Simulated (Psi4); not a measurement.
# B3LYP/6-31G(d) (Cartesian functions) run of BNH3OF (SMILES NB(O)F)

Aim: the vertical ionisation energy of BNH3OF at B3LYP/6-31G* (Cartesian functions), from 2 runs. 

The calculation is run with Psi4 1.11.

### 1 The system as given

BNH3OF has 7 atoms, charge 0, and is taken as a singlet. SMILES: `NB(O)F`. The shape is that of a PBE0-D4/def2-TZVP optimisation. This is one conformer, not always the lowest.

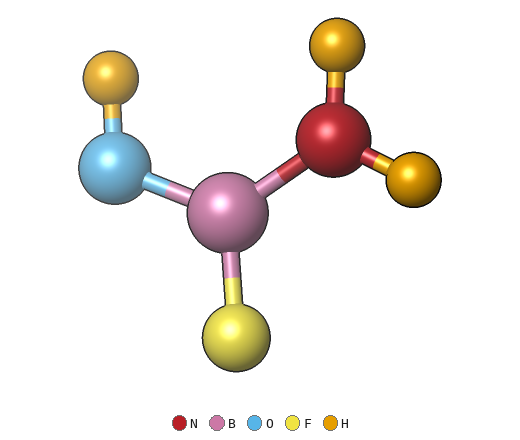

The structure, seen from a chosen angle (nitrogen red, boron pink, oxygen blue, fluorine yellow, hydrogen amber).

### 2 The energy at B3LYP/6-31G(d) (Cartesian functions)

File bfh3no.py:

```python
import psi4

psi4.set_memory('2200 MB')
psi4.set_num_threads(1)
psi4.core.set_output_file('run.log', False)

m = psi4.geometry("""
N     -1.00495635     1.42371966    -0.06066021
B      0.07426624    -0.95563450    -0.54575290
O      2.09060401    -1.97344099     0.69352949
F     -0.93503649    -2.37765341    -2.37406293
H     -2.49519437     2.04411675    -1.05767971
H     -0.39703146     2.63484514     1.26328191
H      2.78299966    -0.92445402     1.99498387
units bohr
symmetry c1
""")

psi4.set_options({
    'basis': '6-31G*',
    'puream': False,
    'e_convergence': 1e-09,
    'd_convergence': 1e-08,
    'scf_type': 'pk',
    'dft_radial_points': 99,
    'dft_spherical_points': 590,
})

e, wfn = psi4.energy('b3lyp', return_wfn=True)
print('E =', round(e, 9))
```

On the command line:

```console
$ python bfh3no.py
```

run.log:

```text
[...]
  Running in c1 symmetry.
[...]
  Nuclear repulsion =  114.658705495019618
[...]
  Multiplicity = 1
[...]
  Nalpha       = 16
  Nbeta        = 16
[...]
    Number of basis functions: 66
[...]
   @RKS iter   1:  -256.29159338179466   -2.38345e-01   1.40111e-02 ADIIS/DIIS
[...]
   @RKS iter  11:  -256.62080361976251   -3.41061e-13   1.88864e-09 DIIS
[...]
    Orbital Energies [Eh]
    ---------------------
    Doubly Occupied:
       1A    -24.666916     2A    -19.151354     3A    -14.322883
       4A     -6.805537     5A     -1.172471     6A     -1.017296
       7A     -0.863407     8A     -0.565264     9A     -0.525706
      10A     -0.503904    11A     -0.460111    12A     -0.426607
      13A     -0.379912    14A     -0.358069    15A     -0.337867
      16A     -0.269887
[...]
  @RKS Final Energy:  -256.62080361976251
   => Energetics <=
    Nuclear Repulsion Energy =            114.6587054950196176
    One-Electron Energy =                -580.7369589367283425
    Two-Electron Energy =                 234.7622566935542068
    DFT Exchange-Correlation Energy =     -25.3048068716079584
    Empirical Dispersion Energy =           0.0000000000000000
    VV10 Nonlocal Energy =                  0.0000000000000000
    Total Energy =                       -256.6208036197625120
[...]
 Multipole Moments:
 ------------------------------------------------------------------------------------
     Multipole            Electronic (a.u.)      Nuclear  (a.u.)        Total (a.u.)
 ------------------------------------------------------------------------------------
 L = 1.  Multiply by 2.5417464519 to convert [e a0] to [Debye]
 Dipole X            :         -0.3871610            0.3641782           -0.0229828
 Dipole Y            :         -2.7978885            4.0138763            1.2159878
 Dipole Z            :         -2.1116001            2.8517547            0.7401546
 Magnitude           :                                                    1.4237217
[...]
```

The script printed:

```text
E = -256.62080362
```

Run time: 13 s. Hardware: 1 thread of Intel Xeon Platinum 8259CL at 2.50GHz (Skylake/Cascade Lake), shared host; peak memory 0.93 GiB.

### 3 The doublet cation: energy and gradient at UB3LYP/6-31G(d) (Cartesian functions)

File input.json:

```json
{
 "schema_name": "qcschema_input",
 "schema_version": 1,
 "molecule": {
  "schema_name": "qcschema_molecule",
  "schema_version": 2,
  "symbols": ["N", "B", "O", "F", "H", "H", "H"],
  "geometry": [-1.00495635, 1.42371966, -0.06066021, 0.07426624, -0.9556345, -0.5457529, 2.09060401, -1.97344099, 0.69352949, -0.93503649, -2.37765341, -2.37406293, -2.49519437, 2.04411675, -1.05767971, -0.39703146, 2.63484514, 1.26328191, 2.78299966, -0.92445402, 1.99498387],
  "molecular_charge": 1,
  "molecular_multiplicity": 2,
  "fix_symmetry": "c1",
  "fix_com": true,
  "fix_orientation": true
 },
 "driver": "gradient",
 "model": {
  "method": "b3lyp",
  "basis": "6-31G*"
 },
 "keywords": {
  "reference": "uks",
  "puream": false,
  "e_convergence": 1e-09,
  "d_convergence": 1e-08,
  "scf_type": "pk",
  "dft_radial_points": 99,
  "dft_spherical_points": 590,
  "maxiter": 100,
  "scf_properties": ["LOWDIN_CHARGES", "QUADRUPOLE", "MAYER_INDICES"]
 }
}
```

On the command line:

```console
$ psi4 --qcschema input.json -n 1 --memory 2200MB
```

stdout:

```text
[...]
  Running in c1 symmetry.
[...]
  Nuclear repulsion =  114.658705495019618
[...]
  Multiplicity = 2
[...]
  Nalpha       = 16
  Nbeta        = 15
[...]
    Number of basis functions: 66
[...]
   @UKS iter   1:  -256.07457425351259   -2.13259e-02   9.93368e-03 ADIIS/DIIS
[...]
   @UKS iter  14:  -256.23785886277795   -1.93268e-12   2.86208e-09 DIIS
[...]
   @S^2 Observed:                7.599139267E-01
[...]
  @UKS Final Energy:  -256.23785886277795
   => Energetics <=
    Nuclear Repulsion Energy =            114.6587054950196176
    One-Electron Energy =                -571.3528147186824526
    Two-Electron Energy =                 225.4479941086036092
    DFT Exchange-Correlation Energy =     -24.9917437477187079
    Empirical Dispersion Energy =           0.0000000000000000
    VV10 Nonlocal Energy =                  0.0000000000000000
    Total Energy =                       -256.2378588627779550
[...]
 Multipole Moments:
 ------------------------------------------------------------------------------------
     Multipole            Electronic (a.u.)      Nuclear  (a.u.)        Total (a.u.)
 ------------------------------------------------------------------------------------
 L = 1.  Multiply by 2.5417464519 to convert [e a0] to [Debye]
 Dipole X            :         -1.7603627            1.5369142           -0.2234484
 Dipole Y            :         29.8003365          -28.2440356            1.5563009
 Dipole Z            :         17.5210903          -16.7711303            0.7499599
 Magnitude           :                                                    1.7419648
 L = 2.  Multiply by 1.3450342976 to convert [e a0^2] to [Debye ang]
 Quadrupole XX       :        -75.0846696           64.0594944          -11.0251752
 Quadrupole XY       :         30.2536006          -32.0863648           -1.8327643
[...]
  -Total Gradient:
     Atom            X                  Y                   Z
    ------   -----------------  -----------------  -----------------
       1        0.007824624116    -0.028539301471    -0.010600177713
       2       -0.019950572261     0.089144015242     0.037201473534
       3        0.017130893921    -0.012425772378     0.008165317450
       4       -0.003043950306    -0.021038348102    -0.015974180639
       5        0.017326574782    -0.006992825020     0.011746171048
       6       -0.005025960636    -0.015304638512    -0.014244583763
       7       -0.014257137572    -0.004863723540    -0.016302624865
[...]
```

The result, in JSON:

```text
{
 "driver": "gradient",
 "model": {
  "method": "b3lyp",
  "basis": "6-31G*"
 },
 "success": true,
 "return_result": [0.00782462411615189, -0.028539301470948138, -0.01060017771312129, -0.019950572261021093, 0.08914401524181828, 0.03720147353414761, 0.017130893921404405, -0.012425772377826605, 0.008165317450458353, -0.003043950305858273, -0.021038348101949128, -0.015974180639443863, 0.017326574782439375, -0.006992825019674853, 0.011746171047548118, -0.005025960635730506, -0.015304638511807744, -0.014244583763022817, -0.014257137571929326, -0.004863723540023207, -0.016302624865286997],
 "properties": {
  "calcinfo_nbasis": 66,
  "calcinfo_nmo": 66,
  "calcinfo_nalpha": 16,
  "calcinfo_nbeta": 15,
  "calcinfo_natom": 7,
  "nuclear_repulsion_energy": 114.65870549501962,
  "return_energy": -256.23785886277795,
  "return_gradient": [0.00782462411615189, -0.028539301470948138, -0.01060017771312129, -0.019950572261021093, 0.08914401524181828, 0.03720147353414761, 0.017130893921404405, -0.012425772377826605, 0.008165317450458353, -0.003043950305858273, -0.021038348101949128, -0.015974180639443863, 0.017326574782439375, -0.006992825019674853, 0.011746171047548118, -0.005025960635730506, -0.015304638511807744, -0.014244583763022817, -0.014257137571929326, -0.004863723540023207, -0.016302624865286997],
  "scf_one_electron_energy": -571.3528147186825,
  "scf_two_electron_energy": 225.4479941086036,
  "scf_xc_energy": -24.991743747718708,
  "scf_dipole_moment": [-0.2234484446078826, 1.5563008537291125, 0.7499599140026874],
  "scf_total_energy": -256.23785886277795,
  "scf_total_gradient": [0.00782462411615189, -0.028539301470948138, -0.01060017771312129, -0.019950572261021093, 0.08914401524181828, 0.03720147353414761, 0.017130893921404405, -0.012425772377826605, 0.008165317450458353, -0.003043950305858273, -0.021038348101949128, -0.015974180639443863, 0.017326574782439375, -0.006992825019674853, 0.011746171047548118, -0.005025960635730506, -0.015304638511807744, -0.014244583763022817, -0.014257137571929326, -0.004863723540023207, -0.016302624865286997],
  "scf_iterations": 14
 }
}
```

Wall time 31 s (1 thread of Intel Xeon Platinum 8259CL at 2.50GHz (Skylake/Cascade Lake), shared host); peak memory 0.93 GiB.

### 4 Results

Level: B3LYP/6-31G* (Cartesian functions).

```
                                          quantity          value
                      singlet BNH3OF: total energy  -256.62080 Eh
                     singlet BNH3OF: dipole moment         3.62 D
                       singlet BNH3OF: HOMO energy       -7.34 eV
                       singlet BNH3OF: LUMO energy        1.54 eV
                     singlet BNH3OF: HOMO–LUMO gap        8.89 eV
                      doublet cation: total energy  -256.23786 Eh
doublet cation: HOMO energy (highest over α and β)      -15.93 eV
 doublet cation: LUMO energy (lowest over α and β)      -13.45 eV
                              doublet cation: ⟨S²⟩          0.760
          doublet cation: largest force on an atom     5.072 eV/Å
vertical ionisation energy (to the doublet cation)      10.420 eV
```

**Reading.** Removing an electron at fixed nuclei costs 10.42 eV (240 kcal/mol). −ε(HOMO) before ionisation, 7.34 eV, is 3.08 eV below this ionisation energy.
